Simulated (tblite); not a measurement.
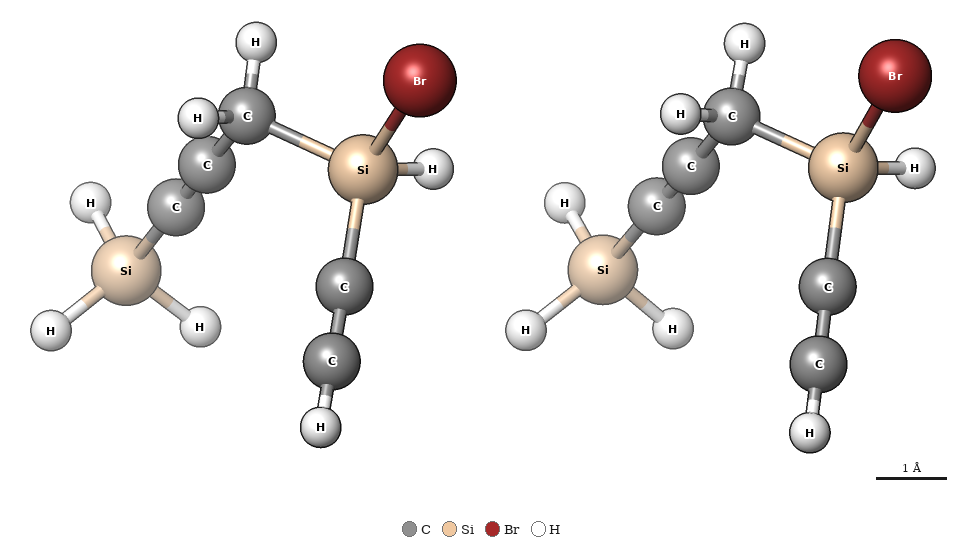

Two geometries of C5H7BrSi2, drawn at one scale. One is the start of a relaxation, the other its converged end. Style: ball-and-stick. Shown from a free direction.

Level of theory: tblite 0.8.0, GFN2-xTB geometry optimisation, gas phase. 

### Which geometry has the lower energy?

The left one is the relaxed one. After 64 geometry steps the energy has fallen by 10.6 kJ/mol. The atom that moves furthest after the best rigid fit is an H atom (0.17 Å). Largest moves by element: H 0.17 Å, Br 0.15 Å, Si 0.13 Å, C 0.11 Å. Near-neighbour distances that change, for instance: H–Si 1.488 → 1.456 Å, C–C 1.472 → 1.442 Å, C–Si 1.870 → 1.843 Å, C–Si 1.879 → 1.906 Å. Among the angles between lasting bonds that change: C–Si–H 110.1° → 114.5°, Si–C–C 114.7° → 110.8°, H–Si–H 108.3° → 110.8°. The run took 2.2 s on 1 thread of Intel(R) Xeon(R) Processor @ 2.50GHz, with other jobs on the host.
